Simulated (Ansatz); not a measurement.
**Changed inputs in constrained RPA: Sr2CrO4 (I4/mmm)**

Wanted: the sensitivity and cost of U and J for Sr2CrO4 (I4/mmm).

Method: constrained RPA on LDA, plane waves, PAW, in Ansatz 0.2.0.

## (1) The structure

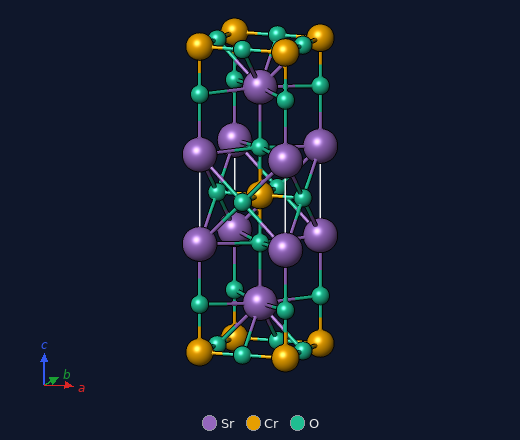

Start, viewed slightly off an axis; strontium purple, chromium orange, oxygen teal. This picture shows the conventional cell, with its axes. Some periodic images of atoms are drawn too.

The cell and positions are those that the Materials Project relaxed with its own functionals (PBE, PBE+U or r2SCAN), kept fixed. The program's search for lower electronic states was switched off, so nothing shows that the state found is the lowest. The default PAW set here is soft_2. Its files were made with PBE.

## (2) Base: Cr t2g, bands v1 to c2, 6×6×6 mesh, medium accuracy

Constrained RPA screens the interaction with every transition except those inside the target bands, which a later many-body model would treat itself.

File input.yaml:

```yaml
crystal:
  lattice:
    - [1.88615198, -1.88615198, 6.31618754]
    - [-1.88615198, 1.88615198, 6.31618754]
    - [-1.88615198, -1.88615198, -6.31618754]
  atoms:
    - { symbol: Sr, position: [0.64628022, 0.64628022, 0.0] }
    - { symbol: Sr, position: [0.35371978, 0.35371978, 0.0] }
    - { symbol: Cr, position: [0.0, 0.0, 0.0] }
    - { symbol: O, position: [0.84368432, 0.84368432, 0.0] }
    - { symbol: O, position: [0.15631568, 0.15631568, 0.0] }
    - { symbol: O, position: [0.5, 0.0, 0.5] }
    - { symbol: O, position: [0.0, 0.5, 0.5] }
kpoints:
  mp_grid: { grid: [12, 12, 12] }
hamiltonian:
  xc: lda
scf:
  occupations: { method: gaussian, width: 0.08 }
  n_extra_bands: 19
  max_iter: 150
  lower_state_search: "off"
output:
  crpa:
    kmesh: [6, 6, 6]
    target_bands: [v1, c2]
    projections: [{ species: Cr, l: d, shell: 3, orbitals: [dxz, dyz, dxy] }]
  local_orbitals:
    kmesh: [6, 6, 6]
    orbitals: [{ species: Cr, l: d, shell: 3, orbitals: [dxz, dyz, dxy] }]
    window: { bands: [v1, c2] }
    seedname: lo
```

Launch:

```console
ansatz run input.yaml --threads 3 --pin off --max-ram 92160MiB --backend cuda --events-out ev --progress --plain --runs-dir out --devices 1 --max-vram 13GiB  # rebuilt from the run's record
```

Numbers of over 12 decimals in the logs are rounded to 6 here.

What it wrote:

```text
scf.n_extra_bands = 19 over 29 filled bands (N_el = 58.0): the run solves 48 bands
GPUs: using 1 of 1 available (devices: 1).
Engine: ansatz 0.2.0, x86_64-unknown-linux-gnu
Pseudopotentials: kind: paw
Pseudopotential: Sr, paw, valence charge 10, recommended cutoff 420 eV (normal), Sr.paw.azcp
Pseudopotential: Cr, paw, valence charge 14, recommended cutoff 420 eV (normal), Cr.paw.azcp
Pseudopotential: O, paw, valence charge 6, recommended cutoff 420 eV (normal), O.paw.azcp
Functional definition: SPW92
  exchange = slater_x
  correlation = pw_c
device memory: the entry about to start is reckoned to put 3.8 GiB on a device that reports 57.5 GiB free (of which the cap on the GPU budget leaves the run 13.0 GiB)
GPU FFT provider: cuFFT
GPU libraries: cuBLAS 13.8.2, cuFFT 12.4.0, cuSOLVER 12.3.4
Crystal: 7 atoms, lattice volume = 89.881 Å³
Basis set: ecut = 420 eV, 1761 PW (Γ)
Bands: 48, of which v1, the nominal top of the filled ones, is band 29 counted from 1 (28 counted from 0)
Symmetry: 16 space group operations
Space group: I4/mmm (ITA 139), of the structure as read, at distance tolerance 4.5e-5 Å
k-points: 163 of 1728
Non-local potential: Sr, projectors of the file, l = 0: 3, l = 1: 2, l = 2: 2
Non-local potential: Cr, projectors of the file, l = 0: 3, l = 1: 2, l = 2: 3, l = 3: 1
Non-local potential: O, projectors of the file, l = 0: 2, l = 1: 2, l = 2: 1
PAW form: soft (Blöchl's): semilocal exchange-correlation on the pseudo side does not see the compensation charge
PAW frozen core: Sr, regenerated for the run's functional, and the local potential with it (the file was generated under x = pbe(κ = 0.804, μ = 0.219515), c = pbe(β = 0.066725))
PAW frozen core: Cr, regenerated for the run's functional, and the local potential with it (the file was generated under x = pbe(κ = 0.804, μ = 0.219515), c = pbe(β = 0.066725))
PAW frozen core: O, regenerated for the run's functional, and the local potential with it (the file was generated under x = pbe(κ = 0.804, μ = 0.219515), c = pbe(β = 0.066725))
PAW one-centre angular grid: Sr, 110 points (default); XC on 64 Gauss nodes
PAW one-centre angular grid: Cr, 590 points (default); XC on 64 Gauss nodes
PAW one-centre angular grid: O, 110 points (default); XC on 64 Gauss nodes
Initial density: superposition of atomic densities (neutral atoms: chi_scale 0, normalization atom), corrected by the library's trained network
Initial wavefunctions: pseudopotential atomic-orbital guess
GPU buffer pool allocated for 110592 grid points (all kernels)
GPU transforms: local potential and band sums: pruned to the plane-wave sphere, on 45×45×45
Functional: x = slater, c = lda
SCF iter   1: F=—  HF=-12441.095033 eV  |F-HF|=—  |Δ(HF+E_count)|=         —  Δρ=1.64e-2  dr2=2.04e-1  ethr=1.77e-3  ⟨swp⟩=7.0  Hψ=37763  notcnv=0  defer=1163
[...]
NSCF: frozen V_eff on 30 k-points, pencils in batches of 32, up to order 268
device memory: the entry about to start is reckoned to put 4.2 GiB on a device that reports 41.8 GiB free (of which the cap on the GPU budget leaves the run 13.0 GiB)
NSCF: frozen V_eff on 216 k-points
cRPA screening: q 1/216
cRPA screening: q 2/216
cRPA screening: q 6/216 (q-point 3)
cRPA screening: q 10/216 (q-point 4)
cRPA screening: q 12/216 (q-point 7)
cRPA screening: q 20/216 (q-point 8)
cRPA screening: q 36/216 (q-point 9)
cRPA screening: q 52/216 (q-point 13)
cRPA screening: q 60/216 (q-point 14)
cRPA screening: q 76/216 (q-point 15)
[...]
cRPA screening: q 200/216 (q-point 94)
cRPA screening: q 208/216 (q-point 99)
cRPA screening: q 212/216 (q-point 100)
cRPA screening: q 216/216 (q-point 130)
SCF converged after 9 iterations
Free energy (F): -12441.042518 eV
Harris-Foulkes:  -12441.042518 eV  (|F-HF|=1.89e-10)
Internal energy: -12441.027498 eV  (E = F + TS)
E sigma→0 (E₀):  -12441.035008 eV
Entropy (-TS):   -0.015020 eV (-2.146 meV/atom)
Fermi energy:    10.811473 eV
--- Per-component energies (eV) ---
  E_band       = -344.007331
  E_kinetic    = 1530.621106
  E_local      = -4692.863294  (includes V_loc(G=0)·N_el)
  E_nonlocal   = 691.489624
  E_hartree    = 1735.669841
  E_xc         = -774.827103
  E_vxc        = -878.336547  (∫ρ·V_xc dr)
  E_paw        = -6918.904326  (= ΣΔE_a)
  E_vpaw       = -466.267950  (= ΣTr[D̂ρ^β])
  E_aug_tail   = 0.010437  (compensation charges beyond the density's cutoff)
  E_ewald      = -4013.564865
  E_core_change = 1.341082  (= ΣΔE_core)
  E_smearing   = -0.015020  (= −TS)
  E_closure    = 0.000000  (closes the sum)
  Σ components = -12441.042518   (vs F -12441.042518, Δ=0.00e0)
--- Band table (eV; the first three rows and the last of 163) ---
  k-point 0: bands = [... 25 lower, 8.8557, 8.9178, 8.9178, 9.4083, 10.5202, 10.5202, 11.4597, 12.4439, ... 15 higher]
  k-point 1: bands = [... 25 lower, 8.6148, 8.8166, 8.9073, 9.7875, 10.5171, 10.5531, 11.8630, 12.5806, ... 15 higher]
  k-point 2: bands = [... 25 lower, 8.3590, 8.6668, 8.9275, 10.3936, 10.6169, 10.7103, 12.7732, 12.9082, ... 15 higher]
  k-point 162: bands = [... 25 lower, 8.0217, 8.8295, 8.8295, 9.4100, 10.7862, 10.7862, 11.4553, 12.8795, ... 15 higher]
--- cRPA (band scheme, projected local orbitals): target bands 29..31 (1-based), 3 Wannier function(s), 6×6×6 mesh, 62 bands' worth read of 67 solved, ecut_chi 136.0 eV, v(q+G=0) probe_charge, pair densities all_electron ---
  χ-basis size per q: N_G = 312..337
  window electrons = 2.0000, filled by tetrahedron_uncorrected; constrained ε̄⁻¹(q = 0, 0) head = 0.181116; min gauge Gram eig = 0.6309
  Kanamori averages over each shell's own Wannier functions (sites counted from 0, functions from 1):
    Site 2, 3D, 3 of 5 d orbitals (Wannier functions 1, 2, 3; wannier90's mr 2, 3, 5):
      screened: U = 2.9201 eV, U' = 2.0968 eV, J = 0.3807 eV
      screened, to within: U = 8.1e-3 eV, U' = 8.1e-3 eV, J = 9.2e-4 eV
      bare: V = 16.0255 eV, V' = 14.8468 eV, J = 0.5357 eV
  Hermiticity witness max|P − P†| over intra, direct and exchange elements: 1.60e-14 eV (screened), 2.51e-23 eV (bare)
  Reality witness max|Im| over intra, direct and exchange elements: 3.15e-14 eV (screened), 1.25e-13 eV (bare)
```

Elapsed: 5.1 min, on 1 × NVIDIA H100 80GB HBM3 (shared by 6 runs) with 3 threads of AMD EPYC 7R13 (Zen 3), shared host; peak memory 1.7 GiB.

In the SCF lines HF is the Harris–Foulkes energy and dr2 the Hartree energy of the density residual, in eV; the loop may stop once dr2 is under the threshold and the program's other checks hold. Hψ counts applications of the Hamiltonian.

This step gave:

```yaml
u: 2.920 eV
u_prime_inter_orbital: 2.097 eV
j: 0.3807 eV
bare_v: 16.03 eV
bare_j: 0.5357 eV
stated_bound_on_u: 0.008037 eV
u_over_bare_v: 0.1822
electrons_in_the_window: 2.000
head_of_the_constrained_inverse_dielectric_matrix: 0.1811
least_eigenvalue_of_the_projection_s_overlap: 0.6309
target_functions: 3
bands_in_the_sums: 62
r_m_s_miss_of_the_model_bands: 0.003792 eV
width_of_the_target_bands: 2.330 eV
weight_of_the_projected_orbitals_in_the_window: 0.6987
```

On the Cr t2g shell, screening brings the on-site interaction from 16.0 eV down to U = 2.92 eV.

## (3) Changed: 4×4×4 mesh

Edit input.yaml of step 2 so:

```diff
@@ -24,9 +24,4 @@
   crpa:
-    kmesh: [6, 6, 6]
+    kmesh: [4, 4, 4]
     target_bands: [v1, c2]
     projections: [{ species: Cr, l: d, shell: 3, orbitals: [dxz, dyz, dxy] }]
-  local_orbitals:
-    kmesh: [6, 6, 6]
-    orbitals: [{ species: Cr, l: d, shell: 3, orbitals: [dxz, dyz, dxy] }]
-    window: { bands: [v1, c2] }
-    seedname: lo
```

What it wrote:

```text
[...]
GPUs: using 1 of 1 available (devices: 1).
[...]
GPU FFT provider: cuFFT
GPU libraries: cuBLAS 13.8.2, cuFFT 12.4.0, cuSOLVER 12.3.4
Crystal: 7 atoms, lattice volume = 89.881 Å³
Basis set: ecut = 420 eV, 1761 PW (Γ)
Bands: 48, of which v1, the nominal top of the filled ones, is band 29 counted from 1 (28 counted from 0)
Symmetry: 16 space group operations
[...]
k-points: 163 of 1728
[...]
GPU buffer pool allocated for 110592 grid points (all kernels)
[...]
SCF iter   1: F=—  HF=-12441.095033 eV  |F-HF|=—  |Δ(HF+E_count)|=         —  Δρ=1.64e-2  dr2=2.04e-1  ethr=1.77e-3  ⟨swp⟩=7.0  Hψ=37763  notcnv=0  defer=1163
[...]
SCF iter   9: F=-12441.042518 eV  HF=-12441.042518 eV  |F-HF|=1.89e-10  |Δ(HF+E_count)|=   2.03e-8  Δρ=1.38e-6  dr2=7.69e-10  ethr=1.72e-10  ⟨swp⟩=2.0  Hψ=13251  notcnv=0
SCF 1 converged in 9 iterations: F = -12441.042518 eV  dr2 = 7.69e-10
[...]
Fermi energy:    10.811473 eV
[...]
--- Band table (eV; the first three rows and the last of 163) ---
  k-point 0: bands = [... 25 lower, 8.8557, 8.9178, 8.9178, 9.4083, 10.5202, 10.5202, 11.4597, 12.4439, ... 15 higher]
  k-point 1: bands = [... 25 lower, 8.6148, 8.8166, 8.9073, 9.7875, 10.5171, 10.5531, 11.8630, 12.5806, ... 15 higher]
  k-point 2: bands = [... 25 lower, 8.3590, 8.6668, 8.9275, 10.3936, 10.6169, 10.7103, 12.7732, 12.9082, ... 15 higher]
  k-point 162: bands = [... 25 lower, 8.0217, 8.8295, 8.8295, 9.4100, 10.7862, 10.7862, 11.4553, 12.8795, ... 15 higher]
[...]
bands read: the sum over 62 bands ends inside a degenerate multiplet in 2 slots, whose members it reads at an even weight; the widest, k=21: bands 62 to 63 (counted from 1) at 1/2 each
  χ-basis size per q: N_G = 313..335
[...]
Site 2, 3D, 3 of 5 d orbitals (Wannier functions 1, 2, 3; wannier90's mr 2, 3, 5):
      screened: U = 2.9169 eV, U' = 2.0896 eV, J = 0.3820 eV
      screened, to within: U = 8.1e-3 eV, U' = 8.1e-3 eV, J = 9.4e-4 eV
      bare: V = 16.0823 eV, V' = 14.8997 eV, J = 0.5374 eV
[...]
[key lines of the parts left out:]
SCF converged after 9 iterations
Free energy (F): -12441.042518 eV
```

Wall time 85 s (1 × NVIDIA H100 80GB HBM3 (shared by 6 runs) with 3 threads); peak memory 1.3 GiB; 1.9 min of CPU time.

This step gave:

| Item | Value |
| --- | --- |
| U | 2.917 eV |
| U prime (inter-orbital) | 2.090 eV |
| J | 0.3820 eV |
| bare V | 16.08 eV |
| bare J | 0.5374 eV |
| stated bound on U | 0.008067 eV |
| U over bare V | 0.1814 |
| electrons in the window | 2.000 |
| head of the constrained inverse dielectric matrix | 0.1653 |
| least eigenvalue of the projection's overlap | 0.6309 |
| target functions | 3 |
| bands in the sums | 62 |
| width of the target bands | 2.330 eV |
| weight of the projected orbitals in the window | 0.6987 |

On the Cr t2g shell, screening brings the on-site interaction from 16.1 eV down to U = 2.92 eV.

## (4) Changed: sums over states

Edit input.yaml of step 3 so:

```diff
@@ -24,4 +24,7 @@
   crpa:
-    kmesh: [4, 4, 4]
+    kmesh: [6, 6, 6]
     target_bands: [v1, c2]
     projections: [{ species: Cr, l: d, shell: 3, orbitals: [dxz, dyz, dxy] }]
+    accuracy: sum_over_states
+    n_empty_bands: 116
+    ecut_chi: 136
```

What it wrote:

```text
[...]
GPUs: using 1 of 1 available (devices: 1).
[...]
GPU FFT provider: cuFFT
GPU libraries: cuBLAS 13.8.2, cuFFT 12.4.0, cuSOLVER 12.3.4
Crystal: 7 atoms, lattice volume = 89.881 Å³
Basis set: ecut = 420 eV, 1761 PW (Γ)
Bands: 48, of which v1, the nominal top of the filled ones, is band 29 counted from 1 (28 counted from 0)
Symmetry: 16 space group operations
[...]
k-points: 163 of 1728
[...]
χ-basis size per q: N_G = 312..337
[...]
U and J over all bands: no bound (output.crpa.accuracy: sum_over_states); those below are of the sums over the bands read on the sphere of ecut_chi, with what the atoms add
[...]
Site 2, 3D, 3 of 5 d orbitals (Wannier functions 1, 2, 3; wannier90's mr 2, 3, 5):
      screened: U = 3.0153 eV, U' = 2.0902 eV, J = 0.4330 eV
      bare: V = 16.0255 eV, V' = 14.8468 eV, J = 0.5357 eV
[...]
[key lines of the parts left out:]
SCF converged after 9 iterations
Free energy (F): -12441.042518 eV
Fermi energy:    10.811473 eV
```

The job ended after 80 s (1 × NVIDIA H100 80GB HBM3 (shared by 6 runs) with 3 threads; peak memory 2.3 GiB; 2.5 min of CPU time).

This variant gives U = 3.02 eV against 2.92 eV. It is a finite sum over empty states with no bound on its error and stays out of the table below.

## (5) Changed: accuracy low

Edit input.yaml of step 4 so:

```diff
@@ -27,4 +27,2 @@
     projections: [{ species: Cr, l: d, shell: 3, orbitals: [dxz, dyz, dxy] }]
-    accuracy: sum_over_states
-    n_empty_bands: 116
-    ecut_chi: 136
+    accuracy: low
```

What it wrote:

```text
[...]
GPUs: using 1 of 1 available (devices: 1).
[...]
GPU FFT provider: cuFFT
GPU libraries: cuBLAS 13.8.2, cuFFT 12.4.0, cuSOLVER 12.3.4
Crystal: 7 atoms, lattice volume = 89.881 Å³
Basis set: ecut = 420 eV, 1761 PW (Γ)
Bands: 48, of which v1, the nominal top of the filled ones, is band 29 counted from 1 (28 counted from 0)
Symmetry: 16 space group operations
[...]
k-points: 163 of 1728
[...]
k-point 162: bands = [... 25 lower, 8.0217, 8.8295, 8.8295, 9.4100, 10.7862, 10.7862, 11.4553, 12.8795, ... 15 higher]
[...]
χ-basis size per q: N_G = 312..337
[...]
Site 2, 3D, 3 of 5 d orbitals (Wannier functions 1, 2, 3; wannier90's mr 2, 3, 5):
      screened: U = 2.9031 eV, U' = 2.0812 eV, J = 0.3787 eV
      screened, to within: U = 8.1e-2 eV, U' = 8.1e-2 eV, J = 9.5e-3 eV
      bare: V = 16.0255 eV, V' = 14.8468 eV, J = 0.5357 eV
[...]
[key lines of the parts left out:]
SCF converged after 9 iterations
Free energy (F): -12441.042518 eV
Fermi energy:    10.811473 eV
```

It took 3.6 min on 1 × NVIDIA H100 80GB HBM3 (shared by 6 runs) with 3 threads; peak memory 1.6 GiB; 4.6 min of CPU time.

Numbers from this step:

| Quantity | Value |
| --- | --- |
| U | 2.903 eV |
| U prime (inter-orbital) | 2.081 eV |
| J | 0.3787 eV |
| bare V | 16.03 eV |
| bare J | 0.5357 eV |
| stated bound on U | 0.08008 eV |
| U over bare V | 0.1812 |
| electrons in the window | 2.000 |
| head of the constrained inverse dielectric matrix | 0.1811 |
| least eigenvalue of the projection's overlap | 0.6309 |
| target functions | 3 |
| bands in the sums | 62 |
| width of the target bands | 2.330 eV |
| weight of the projected orbitals in the window | 0.6987 |

On the Cr t2g shell, screening brings the on-site interaction from 16.0 eV down to U = 2.90 eV.

## (6) Changed: volume +3 %

The cell differs from the one that the last finished run ended in (a 6.856 → 6.924 Å, b 6.856 → 6.924 Å, c 6.856 → 6.924 Å).

Edit input.yaml of step 5 so:

```diff
@@ -2,5 +2,5 @@
   lattice:
-    - [1.88615198, -1.88615198, 6.31618754]
-    - [-1.88615198, 1.88615198, 6.31618754]
-    - [-1.88615198, -1.88615198, -6.31618754]
+    - [1.9048279667, -1.9048279667, 6.3787281176]
+    - [-1.9048279667, 1.9048279667, 6.3787281176]
+    - [-1.9048279667, -1.9048279667, -6.3787281176]
   atoms:
@@ -27,2 +27,6 @@
     projections: [{ species: Cr, l: d, shell: 3, orbitals: [dxz, dyz, dxy] }]
-    accuracy: low
+  local_orbitals:
+    kmesh: [6, 6, 6]
+    orbitals: [{ species: Cr, l: d, shell: 3, orbitals: [dxz, dyz, dxy] }]
+    window: { bands: [v1, c2] }
+    seedname: lo
```

What it wrote:

```text
[...]
GPUs: using 1 of 1 available (devices: 1).
[...]
GPU FFT provider: cuFFT
GPU libraries: cuBLAS 13.8.2, cuFFT 12.4.0, cuSOLVER 12.3.4
Crystal: 7 atoms, lattice volume = 92.578 Å³
Basis set: ecut = 420 eV, 1833 PW (Γ)
Bands: 48, of which v1, the nominal top of the filled ones, is band 29 counted from 1 (28 counted from 0)
Symmetry: 16 space group operations
[...]
k-points: 163 of 1728
[...]
k-point 162: bands = [... 25 lower, 7.6359, 8.4310, 8.4310, 9.0081, 10.3306, 10.3306, 10.9254, 12.3058, ... 15 higher]
[...]
χ-basis size per q: N_G = 324..342
[...]
Site 2, 3D, 3 of 5 d orbitals (Wannier functions 1, 2, 3; wannier90's mr 2, 3, 5):
      screened: U = 2.8754 eV, U' = 2.0526 eV, J = 0.3798 eV
      screened, to within: U = 8.2e-3 eV, U' = 8.2e-3 eV, J = 9.8e-4 eV
      bare: V = 16.0404 eV, V' = 14.8598 eV, J = 0.5371 eV
[...]
[key lines of the parts left out:]
SCF converged after 9 iterations
Free energy (F): -12440.848290 eV
Fermi energy:    10.352363 eV
```

Elapsed: 4.9 min, on 1 × NVIDIA H100 80GB HBM3 (shared by 6 runs) with 3 threads; peak memory 1.7 GiB.

This step gave:

* U: 2.875 eV
* U prime (inter-orbital): 2.053 eV
* J: 0.3798 eV
* bare V: 16.04 eV
* bare J: 0.5371 eV
* stated bound on U: 0.008157 eV
* U over bare V: 0.1793
* electrons in the window: 2.000
* head of the constrained inverse dielectric matrix: 0.1791
* least eigenvalue of the projection's overlap: 0.6301
* target functions: 3
* bands in the sums: 62
* r.m.s. miss of the model bands: 0.003578 eV
* width of the target bands: 2.223 eV
* weight of the projected orbitals in the window: 0.7000

On the Cr t2g shell, screening brings the on-site interaction from 16.0 eV down to U = 2.88 eV.

[end of part 1 of 2]

[Paths, hosts, dates, memory and timing lines, banners, echoed tables and standing remarks are left out of the program output.]

[Logs are printed without paths, hosts, clocks, repeated set-up lines and the standing remarks that a program may print on its own settings, such as how far it seeks lower states.]

[Runs of the session that timed out or met a known fault of the program may be left out.]

[Hosts, paths, dates, database ids (printed as entryN), source tags and the programs' standing remarks are cut or masked in the printed files.]
